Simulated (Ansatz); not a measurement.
# SiH (quartet): RPA-PBE over vertical spin and charge gaps, cc-pVQZ

How well do these functionals follow the top wave-function level for SiH (quartet) over vertical spin and charge gaps?

The runs use Ansatz 0.2.0, Gaussian basis; cc-pVQZ, all electrons in the functionals, frozen cores in the correlation of double hybrids and RPA.

Plan: RPA-PBE, at charge 0, quartet; charge 0, doublet; charge 0, sextet; charge 1, triplet; charge 1, quintet.

9 further runs of the same task are left out: 2 for a known fault of the program, 4 that didn't finish, 3 set aside as unsound or not needed.

## (1) The geometry

The geometry is a PBE0/def2-TZVP stationary point (not a proven minimum).

2 atoms, charge 0, spin multiplicity 4.

Atoms are counted from 1 here; the program's logs count them from 0.

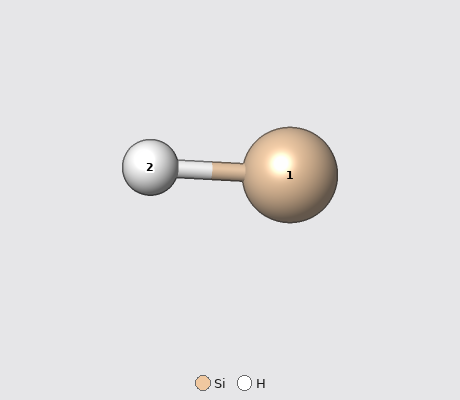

The geometry (silicon light orange, hydrogen white); atoms are numbered from 1 in the order of the file.

Geometry (Å):

```xyz
2
HSi
Si    0.0000    0.0000    0.0000
H     0.0000    0.0000    1.4995
```

No dispersion term is added.

The geometry shown and the zero of energy belong to the point charge 0, quartet. The yardstick, UCCSDT(Q), and other wave-function levels (R restricted, U unrestricted, valence and pair active spaces) come from earlier runs.

## (2) RPA-PBE, charge 0, quartet

Input file in.yaml:

```yaml
crystal:
  periodic: [false, false, false]
  atoms:
    - {symbol: Si, position_ang: [0.000000, 0.000000, 0.000000]}
    - {symbol: H, position_ang: [0.000000, 0.000000, 1.499536]}
basis:
  gaussian: {orbitals: cc-pVQZ}
magnetization: {spin_polarized: true, initial_magnetization: 3}
hamiltonian: {xc: {name: PBE}}
correlation: {method: rpa, electrons: outside_noble_gas}
```

The run is started by

```sh
> ansatz run in.yaml --threads 2 --pin off --events-out ev --progress --plain --max-ram 24576MiB --backend cuda --devices 0, --max-vram 18GiB
```

Log:

```text
Functional definition: PBE
  name "PBE"
  cite "Perdew, Burke & Ernzerhof, Phys. Rev. Lett. 77, 3865 (1996) doi:10.1103/PhysRevLett.77.3865"
  parent pbe
  parameter kappa = 0.804
  parameter beta = 0.06672455060314922
  exchange = pbe_x(kappa = kappa, mu = beta*pi^2/3)
  correlation = pbe_c(beta = beta)
525 factors; integrals over basis functions are off by at most 1.3e-3 eV
mean field evaluation 1: about -7884.8953 eV, gradient 7.9e0 eV
mean field evaluation 2: about -7884.8942 eV, gradient 7.9e0 eV
mean field evaluation 4: about -7885.4011 eV, gradient 2.2e0 eV
mean field evaluation 8: about -7885.4448 eV, gradient 1.5e-2 eV
mean field evaluation 16: about -7885.4448 eV, gradient 5.5e-6 eV
mean field -7885.44483265 eV, -289.7847526533 hartree, gradient 5.5e-6 eV, S^2 3.750889; 0 other end points of the search recorded, 0 dependent functions left out
5 core orbitals not correlated: weight in the atoms' cores, before any rotation towards them, 1.000 or more for the frozen orbitals, at most 0.000 for the correlated occupied ones
reference -7874.78484310 eV, -289.3930052629 hartree; 4, 1 occupied and 80, 83 virtual orbitals, 525 factors
Total energy: -7879.62103310 eV, -289.5707319674 hartree
```

It took 7.5 s on 1 × H100 (card shared with other runs) with 2 threads of AMD EPYC 7R13, shared host; peak host memory 0.86 GiB.

From the report: ⟨S²⟩ of the determinant 3.751 (pure quartet: 3.75).

## (3) RPA-PBE, charge 0, doublet

Edit in.yaml of step 2 so:

```diff
@@ -7,3 +7,3 @@
   gaussian: {orbitals: cc-pVQZ}
-magnetization: {spin_polarized: true, initial_magnetization: 3}
+magnetization: {spin_polarized: true, initial_magnetization: 1}
 hamiltonian: {xc: {name: PBE}}
```

Launched as before.

Log:

```text
Functional definition: PBE
  name "PBE"
  cite "Perdew, Burke & Ernzerhof, Phys. Rev. Lett. 77, 3865 (1996) doi:10.1103/PhysRevLett.77.3865"
  parent pbe
  parameter kappa = 0.804
  parameter beta = 0.06672455060314922
  exchange = pbe_x(kappa = kappa, mu = beta*pi^2/3)
  correlation = pbe_c(beta = beta)
525 factors; integrals over basis functions are off by at most 1.3e-3 eV
mean field evaluation 1: about -7886.4228 eV, gradient 8.5e0 eV
mean field evaluation 2: about -7886.4193 eV, gradient 8.5e0 eV
mean field evaluation 4: about -7887.0221 eV, gradient 1.3e0 eV
mean field evaluation 8: about -7887.0382 eV, gradient 9.0e-3 eV
mean field evaluation 16: about -7887.0382 eV, gradient 8.1e-6 eV
mean field evaluation 32: about -7885.9616 eV, gradient 4.9e0 eV
mean field -7887.03817816 eV, -289.8433070208 hartree, gradient 4.5e-7 eV, S^2 0.755443; 6 other end points of the search recorded, 0 dependent functions left out
5 core orbitals not correlated: weight in the atoms' cores, before any rotation towards them, 1.000 or more for the frozen orbitals, at most 0.000 for the correlated occupied ones
reference -7875.83259815 eV, -289.4315095508 hartree; 3, 2 occupied and 81, 82 virtual orbitals, 525 factors
Total energy: -7881.44081652 eV, -289.6376077747 hartree
```

Run time: 7 s. Hardware: 1 × H100 (card shared with other runs) with 2 threads of AMD EPYC 7R13, shared host; peak host memory 0.86 GiB.

From the report: ⟨S²⟩ of the determinant 0.755 (pure doublet: 0.75).

From charge 0, quartet: -175.6 kJ/mol.

## (4) RPA-PBE, charge 0, sextet

Edit in.yaml of step 3 so:

```diff
@@ -7,3 +7,3 @@
   gaussian: {orbitals: cc-pVQZ}
-magnetization: {spin_polarized: true, initial_magnetization: 1}
+magnetization: {spin_polarized: true, initial_magnetization: 5}
 hamiltonian: {xc: {name: PBE}}
```

Launched as before.

Log:

```text
Functional definition: PBE
  name "PBE"
  cite "Perdew, Burke & Ernzerhof, Phys. Rev. Lett. 77, 3865 (1996) doi:10.1103/PhysRevLett.77.3865"
  parent pbe
  parameter kappa = 0.804
  parameter beta = 0.06672455060314922
  exchange = pbe_x(kappa = kappa, mu = beta*pi^2/3)
  correlation = pbe_c(beta = beta)
525 factors; integrals over basis functions are off by at most 1.3e-3 eV
mean field evaluation 1: about -7875.3016 eV, gradient 2.4e0 eV
mean field evaluation 2: about -7875.2969 eV, gradient 2.4e0 eV
mean field evaluation 4: about -7875.3433 eV, gradient 3.5e-1 eV
mean field evaluation 8: about -7875.3438 eV, gradient 2.8e-3 eV
mean field evaluation 16: about -7875.3438 eV, gradient 8.9e-7 eV
a density is far from that of the atoms, so the factors are made again for it
540 factors; integrals over basis functions are off by at most 1.3e-3 eV
mean field evaluation 32: about -7875.3438 eV, gradient 5.0e-4 eV
mean field -7875.34379088 eV, -289.4135462151 hartree, gradient 1.3e-6 eV, S^2 8.750011; 1 other end points of the search recorded, 0 dependent functions left out
5 core orbitals not correlated: weight in the atoms' cores, before any rotation towards them, 1.000 or more for the frozen orbitals, at most 0.000 for the correlated occupied ones
reference -7866.26237193 eV, -289.0798102244 hartree; 5, 0 occupied and 79, 84 virtual orbitals, 540 factors
Total energy: -7869.64478876 eV, -289.2041117501 hartree
```

Wall time 7.5 s (1 × H100 (card shared with other runs) with 2 threads of AMD EPYC 7R13, shared host); peak host memory 0.87 GiB.

From the report: ⟨S²⟩ of the determinant 8.750 (pure sextet: 8.75).

From charge 0, quartet: +962.6 kJ/mol.

## (5) RPA-PBE, charge 1, triplet

Edit in.yaml of step 4 so:

```diff
@@ -7,3 +7,4 @@
   gaussian: {orbitals: cc-pVQZ}
-magnetization: {spin_polarized: true, initial_magnetization: 5}
+total_charge: 1
+magnetization: {spin_polarized: true, initial_magnetization: 2}
 hamiltonian: {xc: {name: PBE}}
```

The command is unchanged.

Log:

```text
Functional definition: PBE
  name "PBE"
  cite "Perdew, Burke & Ernzerhof, Phys. Rev. Lett. 77, 3865 (1996) doi:10.1103/PhysRevLett.77.3865"
  parent pbe
  parameter kappa = 0.804
  parameter beta = 0.06672455060314922
  exchange = pbe_x(kappa = kappa, mu = beta*pi^2/3)
  correlation = pbe_c(beta = beta)
525 factors; integrals over basis functions are off by at most 1.3e-3 eV
mean field evaluation 1: about -7876.0314 eV, gradient 1.1e1 eV
mean field evaluation 2: about -7876.0236 eV, gradient 1.1e1 eV
mean field evaluation 4: about -7876.9485 eV, gradient 2.0e0 eV
mean field evaluation 8: about -7876.9822 eV, gradient 5.5e-2 eV
mean field evaluation 16: about -7876.9822 eV, gradient 8.4e-6 eV
mean field evaluation 32: about -7876.9815 eV, gradient 3.1e-1 eV
mean field -7876.98220662 eV, -289.4737568829 hartree, gradient 8.4e-6 eV, S^2 2.003257; 2 other end points of the search recorded, 0 dependent functions left out
5 core orbitals not correlated: weight in the atoms' cores, before any rotation towards them, 1.000 or more for the frozen orbitals, at most 0.000 for the correlated occupied ones
reference -7866.77045960 eV, -289.0984821016 hartree; 3, 1 occupied and 81, 83 virtual orbitals, 525 factors
Total energy: -7870.98130115 eV, -289.2532276746 hartree
```

Wall time 8.5 s (1 × H100 (card shared with other runs) with 2 threads of AMD EPYC 7R13, shared host); peak host memory 0.86 GiB.

From the report: ⟨S²⟩ of the determinant 2.003 (pure triplet: 2.00).

From charge 0, quartet: +833.6 kJ/mol.

## (6) RPA-PBE, charge 1, quintet

Edit in.yaml of step 5 so:

```diff
@@ -8,3 +8,3 @@
 total_charge: 1
-magnetization: {spin_polarized: true, initial_magnetization: 2}
+magnetization: {spin_polarized: true, initial_magnetization: 4}
 hamiltonian: {xc: {name: PBE}}
```

Same command.

Log:

```text
Functional definition: PBE
  name "PBE"
  cite "Perdew, Burke & Ernzerhof, Phys. Rev. Lett. 77, 3865 (1996) doi:10.1103/PhysRevLett.77.3865"
  parent pbe
  parameter kappa = 0.804
  parameter beta = 0.06672455060314922
  exchange = pbe_x(kappa = kappa, mu = beta*pi^2/3)
  correlation = pbe_c(beta = beta)
525 factors; integrals over basis functions are off by at most 1.3e-3 eV
mean field evaluation 1: about -7870.1689 eV, gradient 4.8e0 eV
mean field evaluation 2: about -7870.1677 eV, gradient 4.8e0 eV
mean field evaluation 4: about -7870.3550 eV, gradient 1.5e-1 eV
mean field evaluation 8: about -7870.3549 eV, gradient 9.0e-3 eV
mean field -7870.35488830 eV, -289.2302074269 hartree, gradient 5.7e-6 eV, S^2 6.000011; 0 other end points of the search recorded, 0 dependent functions left out
5 core orbitals not correlated: weight in the atoms' cores, before any rotation towards them, 1.000 or more for the frozen orbitals, at most 0.000 for the correlated occupied ones
reference -7861.67020378 eV, -288.9110511576 hartree; 4, 0 occupied and 80, 84 virtual orbitals, 525 factors
Total energy: -7864.42894898 eV, -289.0124331734 hartree
```

Wall time 7 s (1 × H100 (card shared with other runs) with 2 threads of AMD EPYC 7R13, shared host); peak host memory 0.86 GiB.

From the report: ⟨S²⟩ of the determinant 6.000 (pure quintet: 6.00).

From charge 0, quartet: +1465.8 kJ/mol.

## (7) The comparison

The yardstick is UCCSDT(Q), where the cluster series has nearly closed. It comes from earlier runs at the same points. Energies in kJ/mol, counted from charge 0, quartet; blanks weren't run or aren't comparable.

| level | quartet to doublet | quartet to sextet | ionisation to the triplet cation | ionisation to the quintet cation |
| --- | --- | --- | --- | --- |
| UCCSDT(Q) | -160.4 | 965.7 | 820.2 | 1439.0 |
| RPA-PBE | -175.6 | 962.6 | 833.6 | 1465.8 |

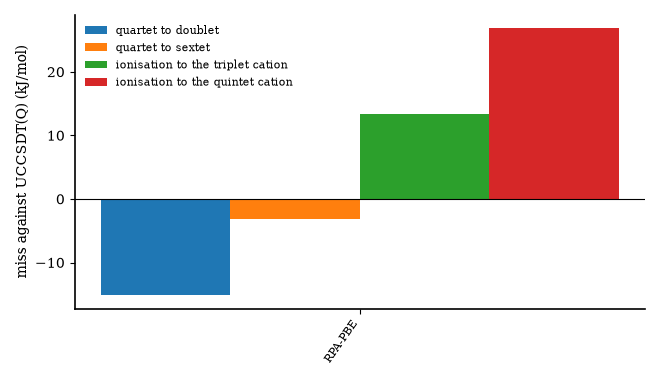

Misses of the gaps against UCCSDT(Q).

Largest miss and mean time a point (UCCSDT(Q) took 8.3 s a point; shared hosts):

| level | largest miss (kJ/mol) | where | time a point |
| --- | --- | --- | --- |
| RPA-PBE | +26.8 | ionisation to the quintet cation | 7.5 s |

## (8) Outcome

| quantity | value |
| --- | --- |
| quartet to doublet, UCCSDT(Q) | -160.4 kJ/mol |
| quartet to sextet, UCCSDT(Q) | 965.7 kJ/mol |
| ionisation to the triplet cation, UCCSDT(Q) | 820.2 kJ/mol |
| ionisation to the quintet cation, UCCSDT(Q) | 1439.0 kJ/mol |
| largest miss, RPA-PBE | +26.8 kJ/mol (ionisation to the quintet cation) |

What this shows: RPA-PBE strays by up to 26.8 kJ/mol, at ionisation to the quintet cation. Functionals and the yardstick converge differently with the basis, so part of each miss in cc-pVQZ is the basis.
